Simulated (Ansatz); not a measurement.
The cell below is Ge (Fd-3m, No. 227). Source of the atomic positions: the geometry relaxed with DFT, LDA (PW92), plane waves (420 eV) with PAW, scalar-relativistic in Ansatz.

Space group Fd-3m:1 (No. 227). a = 5.630 Å, b = 5.630 Å, c = 5.630 Å, α = 90.00°, β = 90.00°, γ = 90.00°
| atom | site | symmetry | x | y | z |
| --- | --- | --- | --- | --- | --- |
| Ge | 8a | -43m | 0.0000 | 0.0000 | 0.0000 |

The atoms' radii are touching radii (half the shortest distance): Ge 1.22 Å.

Question: Find the largest hole by geometry, and further ones that a grid search gives (radius above 0.15 Å; smaller ones may be missed, and maxima closer than 0.25 Å are merged).

Answer:
```json
{"hole": "V1", "site": "8b", "x, y, z": "0.000, 0.000, 0.500", "radius (Å)": "1.22", "nearest atoms": "4 Ge (then 6 Ge)", "shape": "tetrahedral"}
{"hole": "V2", "site": "16d", "x, y, z": "0.625, 0.875, 0.875", "radius (Å)": "1.11", "nearest atoms": "6 Ge", "shape": "distorted octahedral"}
```

Nearest atoms are those whose sphere lies within 0.15 Å of the hole's sphere; in brackets, those within 0.5 Å. The largest sphere that fits anywhere has a diameter of 2.44 Å; the largest that can travel through the crystal, about 2.2 Å.

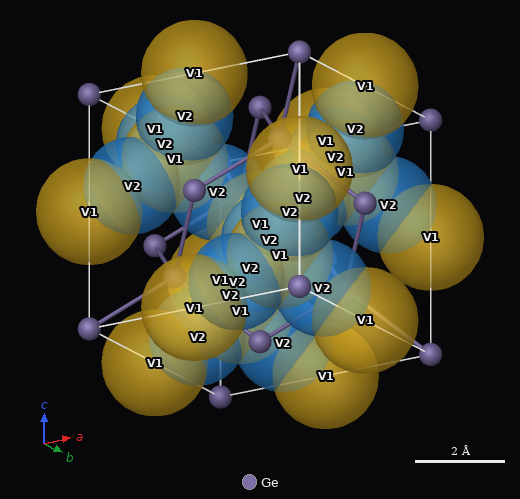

Translucent spheres (V1, V2) fill the 2 holes listed first by a grid search for holes with a radius above 0.15 Å (the largest is sure; smaller ones may be missed, and maxima closer than 0.25 Å are merged) at their true size; atoms are drawn smaller than their model radii. View from a free direction.
